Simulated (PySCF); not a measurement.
Vertical excitations of a molecule C₄H₇Cl from TDA-PBE/def2-SVPD in PySCF, as energy in eV (oscillator strength): 5.81 (0.001), 5.89 (0.031), 6.35 (0.094), 6.92 (0.033), 7.09 (0.000), 7.18 (0.020), 7.25 (0.006), 7.38 (0.014), 7.46 (0.010), 7.47 (0.027). Lowest triplet (TDA): 4.40 eV. Geometry optimised at PBE0-D3(BJ)/def2-SVP. The values are those of a single conformer.

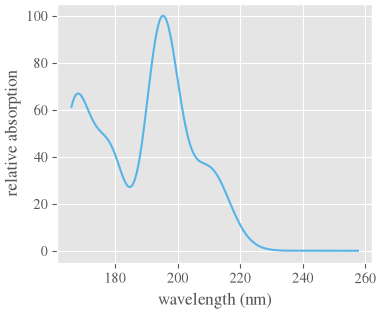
Fig. 1. The lines broadened by 0.4 eV.

Q: Pick the molecule that these values belong to.
(A) C/C=C(\C)Cl
(B) CC/C=C\Cl
(C) C=CCCCl
(D) C[C@@H]1C[C@H]1Cl

A: C, C=CCCCl
